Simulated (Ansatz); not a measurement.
# CBGe: the cost of one run

Computed with Ansatz 0.2.0, Gaussian basis. Level: cc-pVTZ, core rule «outside noble gas», up to 16 orbitals frozen.

The runs, in order: UHF; CCSD(T) on ROHF; CCSD(T) on UHF; BCCD(T) on ROHF; CCSDT(Q) on ROHF; CCSDT(Q) on UHF; CASSCF and NEVPT2, 11 electrons in 12 orbitals.

5 further runs of the same task are left out: 5 set aside as unsound or not needed.

**1. What is computed**

The geometry is a PBE0/def2-TZVP stationary point (not a proven minimum) of the parent state, kept for this charge and spin. No spin-orbit coupling is included. The filled d shell of Ge may be among the frozen orbitals whatever the setting's name suggests; the logs give the count.

3 atoms, charge 0, spin multiplicity 6.

Atoms are counted from 1 here; the program's logs count them from 0.

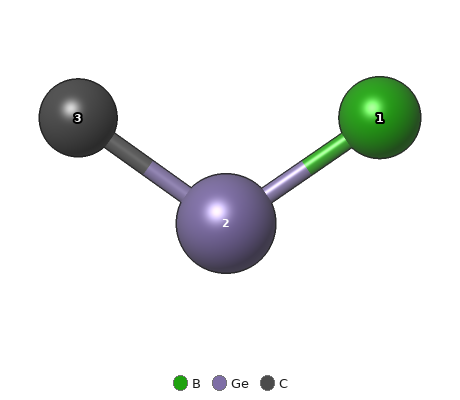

The structure; boron green, germanium purple, carbon dark grey; atoms are numbered from 1 in the order of the file.

**2. UHF**

Input file in.yaml:

```yaml
crystal:
  periodic: [false, false, false]
  atoms:
    - {symbol: B, position_ang: [0.000000, -0.942503, 1.578277]}
    - {symbol: Ge, position_ang: [0.000000, 0.265030, 0.028430]}
    - {symbol: C, position_ang: [0.000000, -0.754527, -1.592575]}
basis:
  gaussian: {orbitals: cc-pVTZ}
magnetization: {spin_polarized: true, initial_magnetization: 5}
hamiltonian: {xc: hf}
output: {orbitals: {seedname: orbitals}}
```

Launch:

```sh
$ ansatz run in.yaml --threads 1 --pin off --events-out ev --progress --plain --max-ram 4096MiB --backend cpu
```

**Question.** How long does this run take on 1 thread of AMD EPYC 7R13, shared host, and how much memory does it need?

About 15 s, with a peak of 0.32 GiB.
